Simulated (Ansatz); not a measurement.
# Calculations on C₄H₅Cl

Part 1: Relaxation

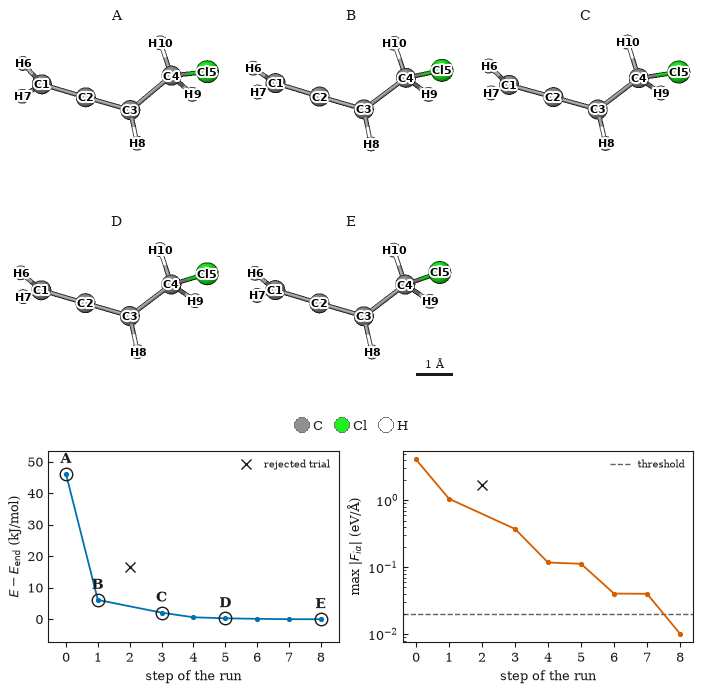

Frames of a relaxation of C$_{4}$H$_{5}$Cl, marked on the history of the run. The picture is a ball-and-stick view, seen at a tilt.

The run prepares an end point of a later path (hydrogen shift) calculation, from a guessed geometry.

All numbers below come from UKS B3LYP-D4/def2-SVP (Ansatz 0.2.0).

The input:
```yaml
crystal:
  periodic: [false, false, false]
  atoms:
    - { symbol: C, position_ang: [0.1636, 1.0293, 1.8521] }
    - { symbol: C, position_ang: [-0.1889, 0.2818, 0.8548] }
    - { symbol: C, position_ang: [-0.5186, -0.51, -0.1425] }
    - { symbol: C, position_ang: [0.2058, -0.4552, -1.4901] }
    - { symbol: Cl, position_ang: [0.8295, -2.0584, -1.9023] }
    - { symbol: H, position_ang: [0.992, 0.904, 2.4487] }
    - { symbol: H, position_ang: [-0.4851, 1.9275, 2.0838] }
    - { symbol: H, position_ang: [-1.2268, -1.2343, 0.0238] }
    - { symbol: H, position_ang: [-0.6221, -0.2153, -2.1976] }
    - { symbol: H, position_ang: [0.9336, 0.2795, -1.5278] }
magnetization:
  spin_polarized: true
basis:
  gaussian: { orbitals: def2-SVP }
hamiltonian:
  xc: b3lyp
  dispersion: d4
relax:
  f_tol: 0.02
  max_steps: 50
output:
  orbitals: {}
```

Launched with:
```bash
ansatz run input.yaml --threads 2 --pin off --max-ram 3072MiB --backend cpu --events-out ev --progress --plain --runs-dir out
```

**What happens along the run?**

Over 7 accepted moves (8 points after the start) the energy falls by 46.1 kJ/mol. Largest force component: 4.1 eV/Å at the start, 0.01 eV/Å at the end. The line search rejected the trial step at point 2 of the run. The largest move after the best rigid fit is that of H7, 0.20 Å. By element the largest moves are H 0.20 Å, Cl 0.15 Å, C 0.09 Å. Among the contacts that change: C1–H6 1.029 → 1.096 Å, C4–Cl5 1.769 → 1.821 Å, C1–H7 1.132 → 1.096 Å, C3–C4 1.531 → 1.497 Å. Bond angles that change, for instance: C3–C4–H9 102.4° → 111.5°, Cl5–C4–H10 112.8° → 107.2°, C2–C1–H6 126.5° → 121.2°. Cost: 75 s on 2 threads of Intel(R) Xeon(R) Platinum 8259CL CPU @ 2.50GHz (Skylake/Cascade Lake), with other jobs on the host, peak memory 0.3 GiB. From step 0 to 1: H6 moves most (0.20 Å), energy −40.0 kJ/mol. From step 1 to 3: Cl5 moves most (0.10 Å), energy −4.05 kJ/mol. From step 3 to 5: Cl5 moves most (0.17 Å), energy −1.80 kJ/mol. From step 5 to 8: Cl and H atoms move most (0.06 Å), energy −0.29 kJ/mol.

Part 2: Relaxation

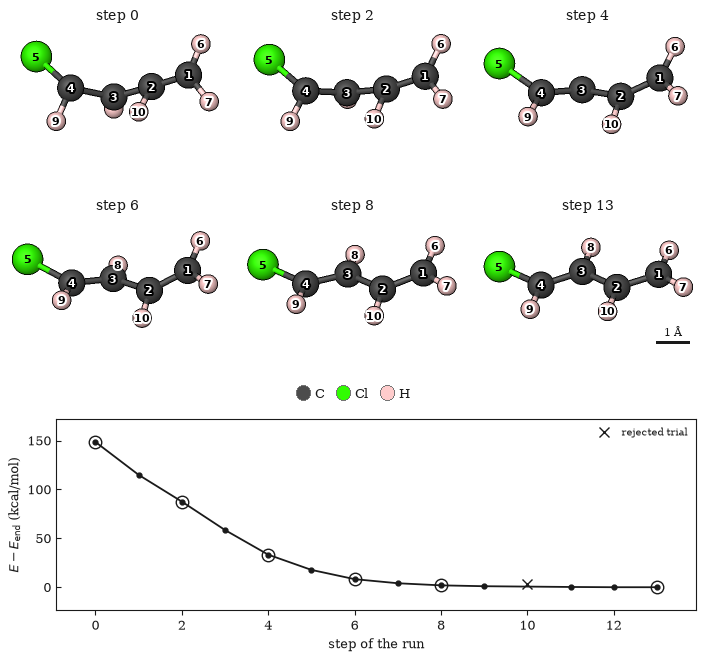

Frames of a relaxation of C₄H₅Cl, marked on the history of the run. Style: ball-and-stick. Shown at a tilt.

The run prepares an end point of a later path (hydrogen shift) calculation, from a guessed geometry.

Level of theory: UKS B3LYP-D4/def2-SVP in Ansatz.

Input file:
```yaml
crystal:
  periodic: [false, false, false]
  atoms:
    - { symbol: C, position_ang: [0.1636, 1.0293, 1.8521] }
    - { symbol: C, position_ang: [-0.1889, 0.2818, 0.8548] }
    - { symbol: C, position_ang: [-0.5186, -0.51, -0.1425] }
    - { symbol: C, position_ang: [0.2058, -0.4552, -1.4901] }
    - { symbol: Cl, position_ang: [0.8295, -2.0584, -1.9023] }
    - { symbol: H, position_ang: [0.992, 0.904, 2.4487] }
    - { symbol: H, position_ang: [-0.4851, 1.9275, 2.0838] }
    - { symbol: H, position_ang: [-1.2268, -1.2343, 0.0238] }
    - { symbol: H, position_ang: [-0.6221, -0.2153, -2.1976] }
    - { symbol: H, position_ang: [-0.57525, 0.96341, 0.09701] }
magnetization:
  spin_polarized: true
basis:
  gaussian: { orbitals: def2-SVP }
hamiltonian:
  xc: b3lyp
  dispersion: d4
relax:
  f_tol: 0.02
  max_steps: 50
```

Command:
```bash
ansatz run input.yaml --threads 2 --pin off --max-ram 3072MiB --backend cpu --events-out ev --progress --plain --runs-dir out
```

Q: What happens along the run?

A: H8 moves most after the best rigid fit: 1.63 Å. Largest moves by element: H 1.63 Å, Cl 0.79 Å, C 0.60 Å. Among the contacts that change: C3–H10 1.494 → 2.178 Å, C3–C4 1.531 → 1.343 Å, C2–C3 1.315 → 1.455 Å, C3–H8 1.027 → 1.095 Å. Bond angles that change, for instance: C1–C2–C3 178.0° → 124.2°, C3–C2–H10 76.1° → 116.5°, C3–C4–H9 102.4° → 123.1°. The energy falls by 148.6 kcal/mol in 12 accepted moves (13 points after the start). The largest force component goes from 3.5 to 0.015 eV/Å. The line search rejected the trial step at point 10 of the run. From step 0 to 2: H8 moves most (0.39 Å), energy −61.0 kcal/mol. From step 2 to 4: H8 moves most (0.39 Å), energy −54.3 kcal/mol. From step 4 to 6: H8 moves most (0.39 Å), energy −25.1 kcal/mol. From step 6 to 8: H8 moves most (0.40 Å), energy −6.34 kcal/mol. From step 8 to 13: H8 moves most (0.31 Å), energy −1.92 kcal/mol.

| step | E − E(0), kcal/mol | largest force component, eV/Å | note |
| --- | --- | --- | --- |
| 0 | 0.00 | 3.5194 |  |
| 1 | -33.65 | 2.7882 |  |
| 2 | -61.00 | 2.5869 |  |
| 3 | -90.09 | 2.2271 |  |
| 4 | -115.28 | 1.9373 |  |
| 5 | -130.86 | 1.5089 |  |
| 6 | -140.33 | 1.0355 |  |
| 7 | -144.53 | 0.7253 |  |
| 8 | -146.67 | 0.7224 |  |
| 9 | -147.56 | 0.6335 |  |
| 10 | -145.78 | 2.9814 | rejected |
| 11 | -148.33 | 0.1723 |  |
| 12 | -148.58 | 0.0173 |  |
| 13 | -148.59 | 0.0148 |  |

Part 3: Path

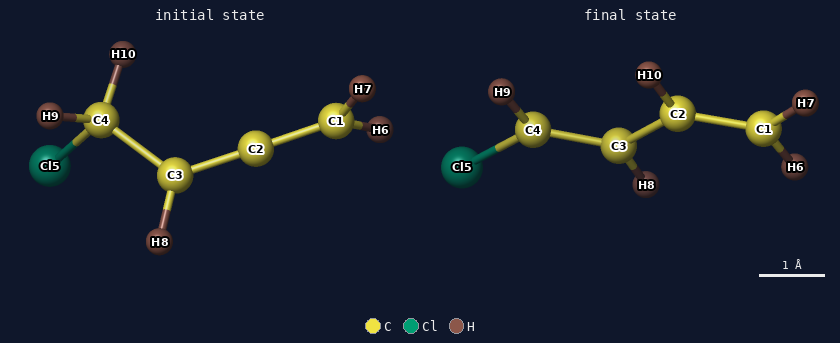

The two relaxed end points of a path for C$_{4}$H$_{5}$Cl. A ball-and-stick model, seen at a tilt.

Theory: UKS B3LYP-D4/def2-SVP (Ansatz).

Set-up: 5 movable images; climbing image; force threshold 0.03 eV/Å; iteration limit 48.

Start:
```xyz
10

C     0.1585    1.0623    1.8534
C    -0.1810    0.2691    0.8701
C    -0.5167   -0.5179   -0.1253
C     0.1154   -0.4490   -1.4806
Cl    0.9743   -2.0016   -1.8895
H     0.9458    0.7831    2.5629
H    -0.3344    2.0295    2.0042
H    -1.2985   -1.2741    0.0202
H    -0.6370   -0.3097   -2.2694
H     0.8565    0.3571   -1.5433
```

End:
```xyz
10

C     0.0345    1.0807    1.5690
C     0.0534    0.7321    0.2715
C    -0.0304   -0.6390   -0.2070
C    -0.0090   -0.9572   -1.5112
Cl   -0.1090   -2.5864   -2.0970
H    -0.0490    0.3283    2.3599
H     0.1023    2.1256    1.8803
H    -0.1171   -1.4375    0.5374
H     0.0686   -0.2111   -2.3063
H     0.1387    1.5133   -0.4936
```

Predict the minimum-energy path and its barrier.

Answer. The highest point, image 3, lies 64.1 kcal/mol above the start and 78.5 kcal/mol above the end; the end is at −14.4 kcal/mol relative to the start. A hydrogen atom shifts from one atom to another. Breaking: C4–H10 (1.10 → 1.48 at the top → 2.68 Å). Forming: C2–H10 (2.63 → 1.42 at the top → 1.10 Å). The band is converged. At the top, the vibrational analysis gives one imaginary mode (1697i cm⁻¹), as a transition state must have.

Energies of the converged images:

```json
{"image": "0", "path (Å)": "0.00", "E (kcal/mol)": "0.0"}
{"image": "1", "path (Å)": "0.60", "E (kcal/mol)": "3.0"}
{"image": "2", "path (Å)": "1.21", "E (kcal/mol)": "22.7"}
{"image": "3", "path (Å)": "1.81", "E (kcal/mol)": "64.1"}
{"image": "4", "path (Å)": "2.63", "E (kcal/mol)": "15.1"}
{"image": "5", "path (Å)": "3.45", "E (kcal/mol)": "-9.3"}
{"image": "6", "path (Å)": "4.27", "E (kcal/mol)": "-14.4"}
```

The geometry at the top of the path:

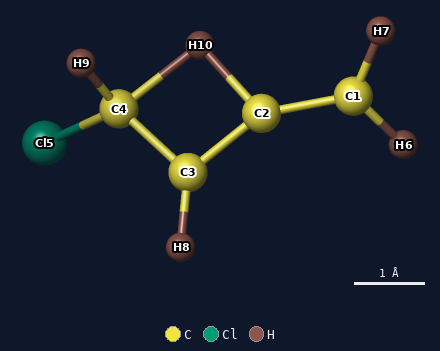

The run took 9.4 min on 2 threads of Intel(R) Xeon(R) Platinum 8259CL CPU @ 2.50GHz (Skylake/Cascade Lake), with other jobs on the host, peak memory 0.33 GiB.
